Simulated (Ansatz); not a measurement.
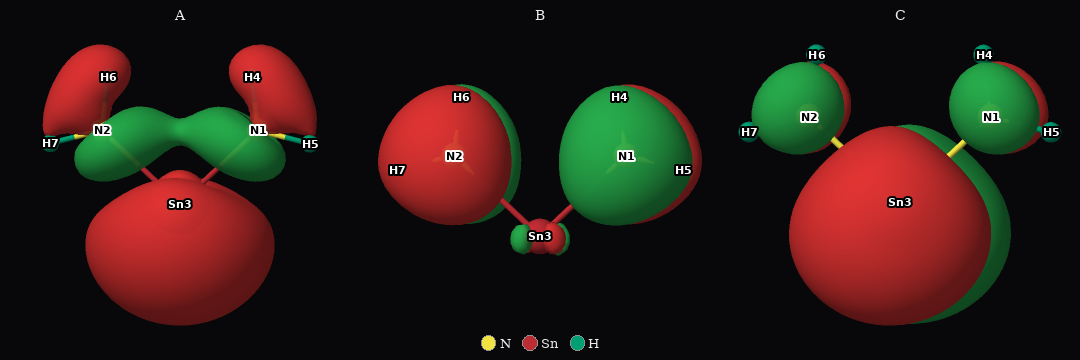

*H4N2Sn (SMILES [NH2][Sn][NH2]). Three frontier orbitals at ±0.08 Å⁻³ᐟ² (green and red are the two phases), in no order.*

Geometry: PBE0-D4/def2-SVP; core potentials replace the inner electrons of Sn.

The calculation used Ansatz, isolated molecule in a Gaussian basis; Kohn-Sham density functional theory, functional PBE0.

```csv
atom,x (Å),y (Å),z (Å)
N,-1.2182,-0.3164,-0.7909
N,1.2329,0.3331,0.7671
Sn,-0.0968,1.3362,-0.4015
H,-1.0435,-1.2546,-0.4445
H,-2.0461,-0.2937,-1.3759
H,1.2093,-0.6577,0.9872
H,2.0236,0.7852,1.2128
```

Which picture is the HOMO−1, the HOMO and the LUMO?

Answer. A is the HOMO−1 (−7.02 eV). By Hirshfeld shares it lies mainly on Sn3 (about 70 %), N1 (about 10 %) and N2 (about 10 %); it is symmetric in the molecular plane (an in-plane orbital: σ, lone-pair or in-plane π type). B is the HOMO (−6.66 eV). It lies mainly on N1 (about 40 %), N2 (about 40 %) and Sn3 (about 10 %); it changes sign across the molecular plane (π type). C is the LUMO (−1.28 eV). By Hirshfeld shares it lies mainly on Sn3 (about 80 %), N1 (about 10 %) and N2 (about 10 %); it changes sign across the molecular plane (π type).

What is the HOMO–LUMO gap?

Answer. 5.38 eV between the orbital energies.
